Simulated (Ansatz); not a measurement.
# AlClH4: what the fields show

```xyz
6

Al    0.0023    0.1554    0.0213
H    -0.0019    0.6921    1.5255
H     1.3766    0.1058   -0.7782
H    -1.3787    0.0296   -0.7582
Cl    0.0786   -2.3504    0.9232
H     0.0723   -2.0133    2.1645
```

Computed with RKS r2SCANh/6-31G* in Ansatz.

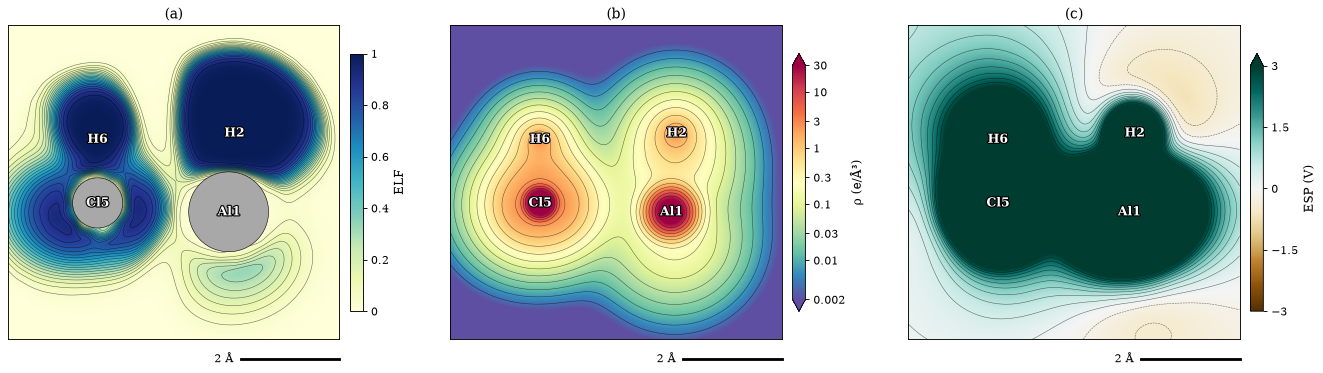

Figure 1. (a) electron localisation function; (b) electron density; (c) molecular electrostatic potential on the plane of atoms Al1, Cl5 and H6. Grey discs cover the atomic cores in the ELF map.

> What does the map show?

The plane passes through Al, H and Cl nuclei.
Al–Cl (2.66 Å): the density is about 0.22 e/Å³ at the midpoint, with its minimum of 0.13 e/Å³ about 1.0 Å from Al; the ELF peaks at about 0.90 in the valence shell of Cl, 0.8 Å from its nucleus, and is about 0.60 at the midpoint.
Cl–H (1.29 Å): ρ is about 1.9 e/Å³ halfway; the ELF climbs to about 1 towards the hydrogen, as it does in any bond to H.
Al–H (1.60 Å): ρ is about 0.5 e/Å³ halfway; the ELF climbs to about 1 towards the hydrogen.
The ELF also peaks beside Cl5, away from the bonds: lone-pair regions.
Outside the dense part of the molecule the potential is most negative (−0.7 V) near H2.

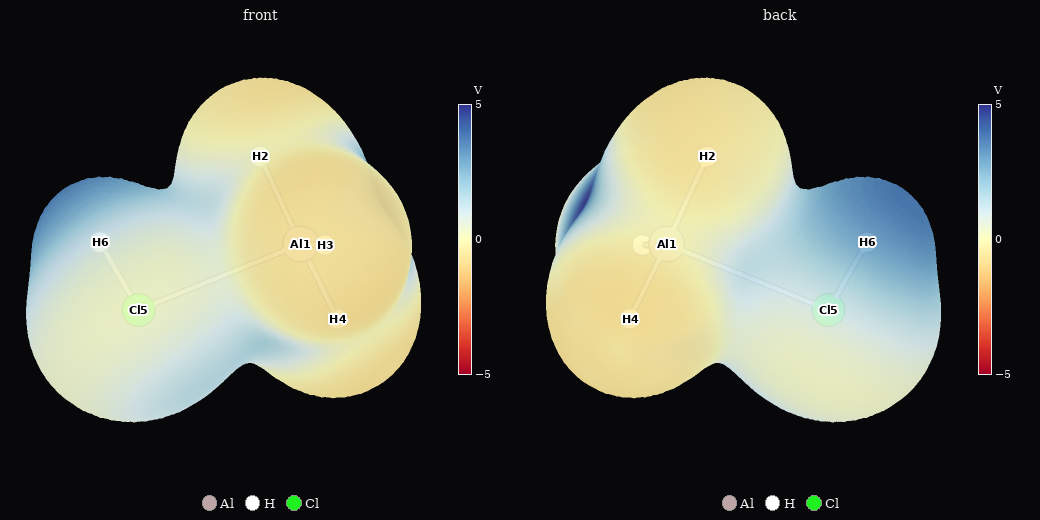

Figure 2. The molecular electrostatic potential painted on the density surface at 0.004 e/bohr³, seen from the front and from behind; the colour scale runs from red (negative) to blue (positive).

> Describe the electrostatic potential map.

The most negative region (about −0.8 V) lies over H3 and H4, the most positive (about +4.4 V) over Al1.

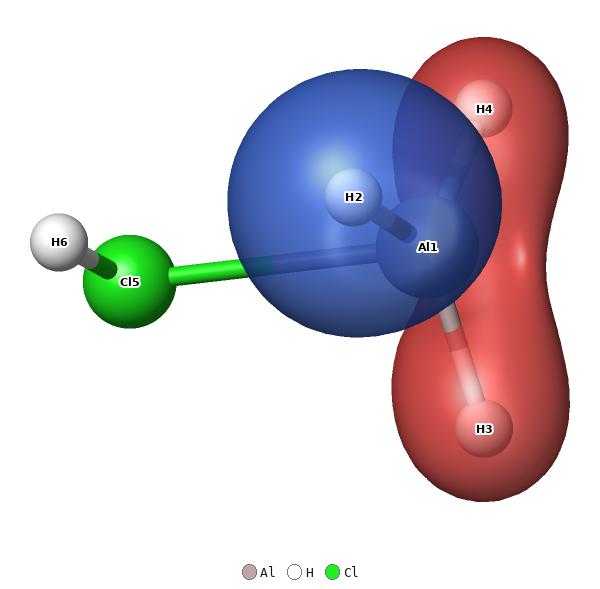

Figure 3. The HOMO−1 at ±0.15 Å⁻³ᐟ² (red and blue are the two phases), seen from one side.

> Where does this orbital lie, and at what energy?

Its weight (Hirshfeld) is mainly on H2 (about 40 %), Al1 (about 35 %), H3 (about 10 %) and H4 (about 10 %). Its energy is −7.66 eV.

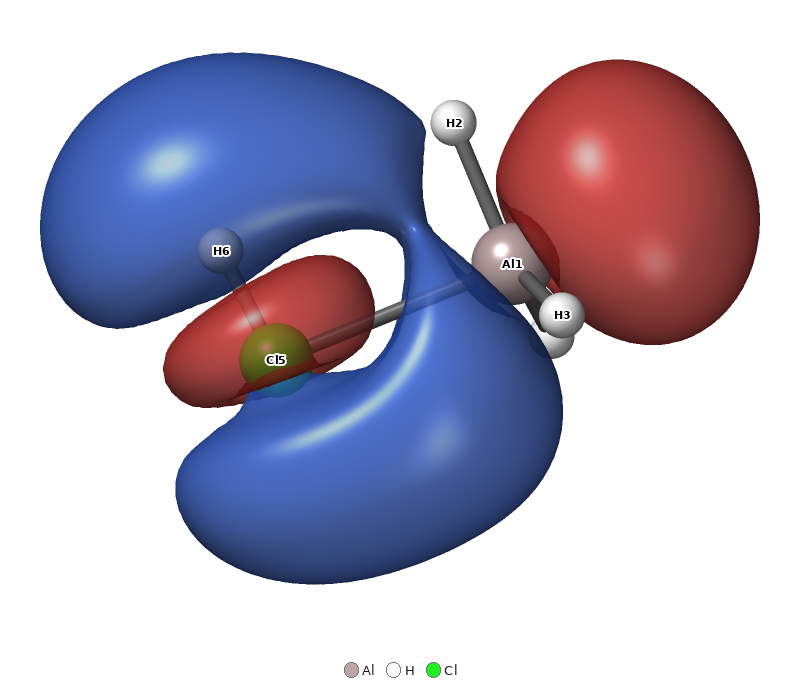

Figure 4. The LUMO at ±0.05 Å⁻³ᐟ² (red and blue are the two phases), seen across its widest extent.

> What is the character of this orbital?

Its weight (Hirshfeld) is mainly on Cl5 (about 35 %), H6 (about 35 %) and Al1 (about 25 %). Its energy is −0.95 eV.
